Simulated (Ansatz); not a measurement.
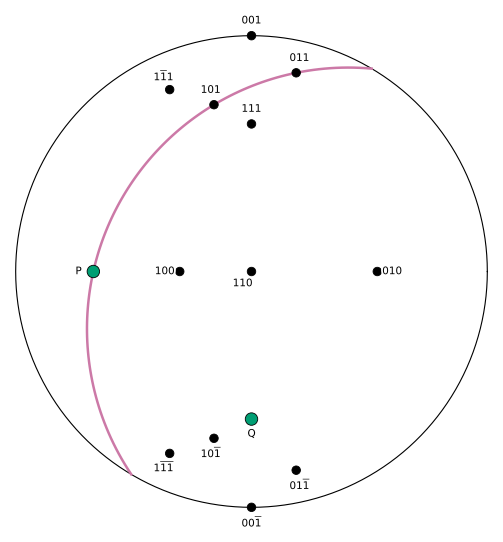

For CuH4, the geometry relaxed with DFT PBE, scalar-relativistic, plane waves, PAW in Ansatz 0.2.0; the starting structure was generated, so it need not be a known form of this composition: stereographic projection of plane normals (upper hemisphere) centred on (1 1 0). Geometry calculated from the standardised cell; symmetry tolerance 0.002 Å.

a = 5.954 Å, b = 8.878 Å, c = 2.404 Å, α = 90.00°, β = 90.00°, γ = 90.00°.

> Index the poles marked P, Q.

P is (1 −1 0), 67.7° from the centre; Q is (1 1 −1), 64.1° from the centre.

> Which zone does the coloured great circle trace?

The zone [1 1 −1]: its poles satisfy h + k − l = 0.

> What is the angle between the normals of (1 −1 0) and (0 1 0), and what are their d_hkl = 1/|g|?

123.8°; d = 4.945 Å and 8.878 Å.
